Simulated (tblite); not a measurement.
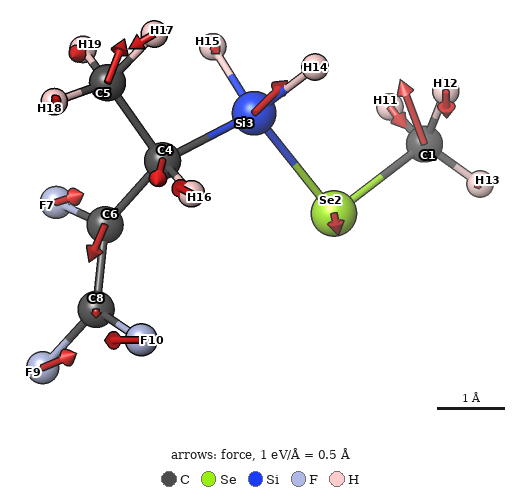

Starting geometry of C$_{5}$H$_{9}$F$_{3}$SeSi with the computed forces as red arrows. A ball-and-stick model, seen from a free direction.

These are results of GFN2-xTB geometry optimisation, gas phase (tblite 0.8.0), not measurements. 

Is this structure relaxed? If not, where do the atoms go?

It isn't relaxed: the largest force vector, on C1, is 2.22 eV/Å. The final displacements have little in common with the starting forces (cosine between the two patterns 0.19). The largest move after the best rigid fit is that of H14, 0.52 Å. Largest moves by element: H 0.52 Å, F 0.35 Å, Se 0.30 Å, C 0.25 Å, Si 0.20 Å. Near-neighbour distances that change, for instance: Si3–C4 1.857 → 1.919 Å, C4–H16 1.143 → 1.092 Å, C8–F10 1.378 → 1.331 Å, C1–H12 1.128 → 1.086 Å. Among the angles between lasting bonds that change: C1–Se2–Si3 105.6° → 96.4°, Se2–Si3–C4 114.9° → 106.1°, F9–C8–F10 118.1° → 110.7°. Over 114 geometry steps the energy falls by 0.614 eV. Cost: 1.8 s on 1 thread of Arm Neoverse N1, on a shared host.
